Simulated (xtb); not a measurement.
ZrO: energy and gradient calculation

ZrO, SMILES [O][Zr], computed with GFN-FF (xtb 6.7.1).

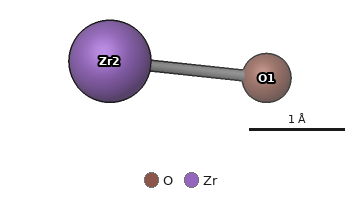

Figure 1. The structure as given in the input (ball-and-stick view, seen at a tilt; atoms are numbered from 1 in the order of the input). Sticks mark near contacts.

**The input (struc.tmol)**
```
$coord
      0.000000000000      0.000000000000      0.000000000000  o
      0.000000000000      0.000000000000      3.234455234909  zr
$end
```

Hardware: 1 thread of Intel Xeon (Granite Rapids), 192 GiB of memory available, shared host.

Command:
```bash
xtb struc.tmol --grad --gfnff > struc.out
```

**What the program printed**
```
* xtb version 6.7.1
   ID    Z sym.   atoms
    1    8 o      1
    2   40 zr     2

           -------------------------------------------------
          |                Calculation Setup                |
           -------------------------------------------------

          program call               : xtb struc.tmol --grad --gfnff
          coordinate file            : struc.tmol
          omp threads                :                     1

          ==================== Thresholds ====================
          CN  :   150.00000
          rep :   500.00000
          disp:  2500.00000
          HB1 :   250.00000
          HB2 :   450.00000

          Pauling EN used:
          Z : 8  EN :  3.44
          Z :40  EN :  1.33
          electric field strengths (au): 0.000

           -------------------------------------------------
          |           Force Field Initialization            |
           -------------------------------------------------

          distances ...
          ----------------------------------------
          generating topology and atomic info file ...
          pair mat ...
          computing topology distances matrix with Floyd-Warshall algo ...
          making topology EEQ charges ...
          #fragments for EEQ constrain: 1
          ----------------------------------------
          generating topology and atomic info file ...
          pair mat ...
          computing topology distances matrix with Floyd-Warshall algo ...
          making topology EEQ charges ...
          #fragments for EEQ constrain: 1
          rings ...
          # BATM   0
          # H in HB   0

  atom   neighbors  erfCN metchar sp-hybrid imet pi  qest     coordinates
    1  o       1    0.98   0.00         1    0    0  -0.425    0.000000    0.000000    0.000000
    2  zr      1    0.98   0.00         1    2    0   0.425    0.000000    0.000000    3.234455

          #atoms :   2
          #bonds :   1
          #angl  :   0
          #tors  :   0
          #nmol  :   1
          #optfrag :   1
           -------------------------------------------------
          |                   G F N - F F                   |
          |          A general generic force-field          |
          |                  Version 1.0.3                  |
           -------------------------------------------------
          Number of HB bonds (bound hydrogen)     0
          Number of HB bonds (unbound hydrogen)   0
          Number of XB bonds                      0

 E+G (total)                   0 d,  0 h,  0 min,  0.000 sec
 distance/D3 list               ...        0 min,  0.000 sec (  1.422%)
 non bonded repulsion           ...        0 min,  0.000 sec (  4.583%)
 dCN                            ...        0 min,  0.000 sec (  2.963%)
 EEQ energy and q               ...        0 min,  0.000 sec ( 19.412%)
 D3                             ...        0 min,  0.000 sec ( 23.202%)
 EEQ gradient                   ...        0 min,  0.000 sec ( 10.303%)
 bonds                          ...        0 min,  0.000 sec (  9.408%)
 bend and torsion               ...        0 min,  0.000 sec (  1.263%)
 bonded ATM                     ...        0 min,  0.000 sec (  0.760%)
 HB/XB (incl list setup)        ...        0 min,  0.000 sec ( 14.566%)

         :::::::::::::::::::::::::::::::::::::::::::::::::::::
         ::                     SUMMARY                     ::
         :::::::::::::::::::::::::::::::::::::::::::::::::::::
         :: total energy              -0.302782211383 Eh    ::
         :: gradient norm              0.033281494640 Eh/a0 ::
         ::.................................................::
         :: bond energy               -0.149189220113 Eh    ::
         :: angle energy               0.000000000000 Eh    ::
         :: torsion energy             0.000000000000 Eh    ::
         :: repulsion energy           0.008819949085 Eh    ::
         :: electrostat energy        -0.161991700515 Eh    ::
         :: dispersion energy         -0.000421239841 Eh    ::
         :: HB energy                  0.000000000000 Eh    ::
         :: XB energy                  0.000000000000 Eh    ::
         :: bonded atm energy          0.000000000000 Eh    ::
         :: external energy            0.000000000000 Eh    ::
         :: add. restraining           0.000000000000 Eh    ::
         :: total charge               0.000000000000 e     ::
         :::::::::::::::::::::::::::::::::::::::::::::::::::::

           -------------------------------------------------
          |                Property Printout                |
           -------------------------------------------------

molecular dipole:
                 x           y           z       tot (Debye)
 q only:        0.000       0.000       1.737       4.414

           -------------------------------------------------
          | TOTAL ENERGY               -0.302782211383 Eh   |
          | GRADIENT NORM               0.033281494640 Eh/α |
           -------------------------------------------------
########################################################################
[WARNING] Runtime exception occurred
-1- gfnff_setup: Could not read topology file.
########################################################################

------------------------------------------------------------------------
------------------------------------------------------------------------
 total:
 *  cpu-time:     0 d,  0 h,  0 min,  0.002 sec
 * ratio c/w:     0.999 speedup
 SCF:
 *  cpu-time:     0 d,  0 h,  0 min,  0.000 sec
 * ratio c/w:     1.000 speedup
```

**Key numbers**

| quantity | value |
| --- | --- |
| outcome | converged |
| total energy | −0.302782 hartree |
| dispersion energy | −0.000421 hartree |
| largest force | 1.210 eV/Å |
| dipole moment | 4.42 D |
| peak memory | 0.067 GiB |
